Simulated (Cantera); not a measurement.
A closed system holds: 1 mol FeS, 0.53 mol O2, 3 mol N2, equilibrated at 2600 Pa.

Cantera equilibrium calculation (NASA polynomials, part measured and part estimated; ideal gas, pure solids and liquids). Candidate condensed phases: Fe, FeO, FeS, FeSO4, FeS2, Fe2O3, Fe2(SO4)3, Fe3O4, S; 19 gas species. Mutual solubility and eutectic melting of coexisting phases are not modelled. FeS: taken at fixed stoichiometry. Gases not in the tables: S3 to S7. Equilibrium is a limit: real reactors are often held back by kinetics, nucleation or transport.

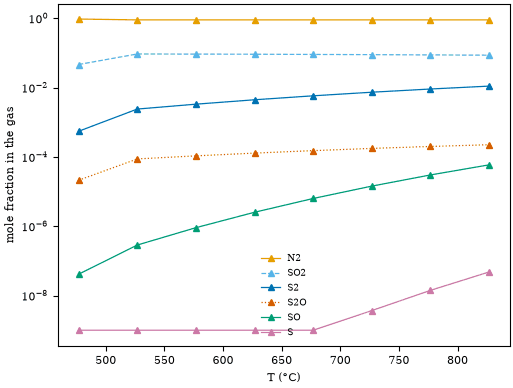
*Equilibrium gas composition (values under 1e-9 drawn at 1e-9)*

Task: Read off the mole fractions at 727 °C.

Result: N2 about 0.90, SO2 about 0.090, S2 about 0.0074, S2O about 0.00018, SO about 1.4e-5.
